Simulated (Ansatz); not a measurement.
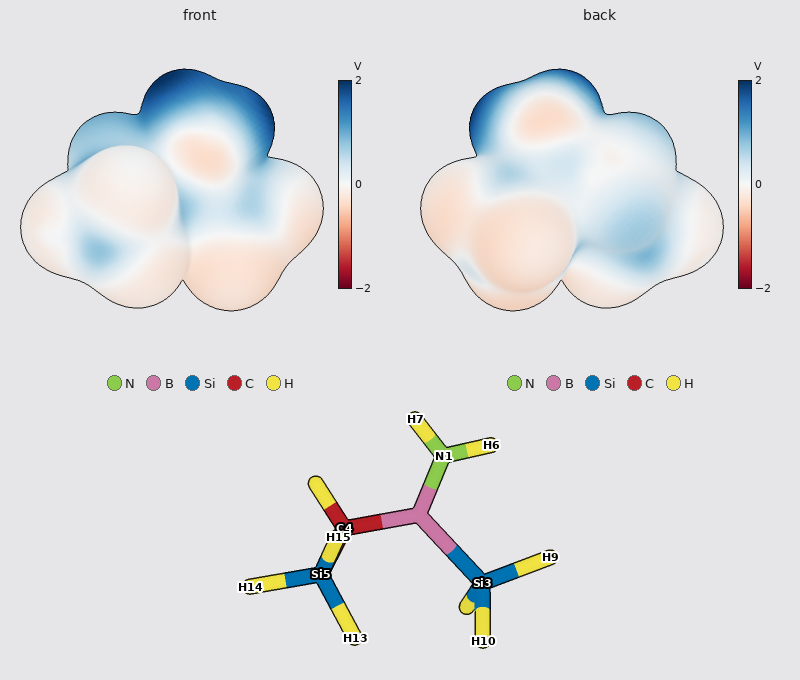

CH$_{10}$BNSi$_{2}$. The electrostatic potential painted on the density surface at 0.002 e/bohr³, seen from the front and from behind; red is negative and blue positive. The bare structure is drawn below in the same view.

The calculation used RKS PBE0-D4/def2-SVP in Ansatz 0.2.0.

The calculation's input:

```
crystal:
  periodic: [false, false, false]
  atoms:
    - { symbol: "N", position_ang: [-0.2083, -0.7283, 2.077] }
    - { symbol: B, position_ang: [-0.4028, -0.2068, 0.627] }
    - { symbol: Si, position_ang: [-1.2059, 1.5493, 0.251] }
    - { symbol: C, position_ang: [0.0896, -1.1582, -0.5717] }
    - { symbol: Si, position_ang: [1.5128, -0.5046, -1.4872] }
    - { symbol: H, position_ang: [-1.2053, -0.6276, 2.4998] }
    - { symbol: H, position_ang: [0.3705, 0.0128, 2.5681] }
    - { symbol: H, position_ang: [-1.2095, 1.7773, -1.1948] }
    - { symbol: H, position_ang: [-2.5199, 1.6287, 0.8838] }
    - { symbol: H, position_ang: [-0.3254, 2.5877, 0.8949] }
    - { symbol: H, position_ang: [-0.8429, -1.271, -1.2548] }
    - { symbol: H, position_ang: [0.2891, -2.1625, -0.1471] }
    - { symbol: H, position_ang: [1.1437, 0.841, -2.0687] }
    - { symbol: H, position_ang: [1.8636, -1.4161, -2.5256] }
    - { symbol: H, position_ang: [2.6289, -0.3724, -0.5223] }
basis:
  gaussian: { orbitals: def2-SVP }
hamiltonian:
  xc: pbe0
  dispersion: d4
relax:
  f_tol: 0.015
  max_steps: 40
output:
  orbitals: {}
```

Run with:

```sh
ansatz run input.yaml --threads 2 --pin off --max-ram 3072MiB --backend cpu --events-out ev --progress --plain --runs-dir out
```

The fields are those of the run's last geometry, not of the input's.

Q: Which sites attract a positive test charge, and which a negative one?

A: A positive charge is drawn to the negative regions and a negative charge to the positive ones. The most negative region (about −0.4 V) lies over N1, H8, H9 and H10, the most positive (about +1.9 V) over H6 and H7.
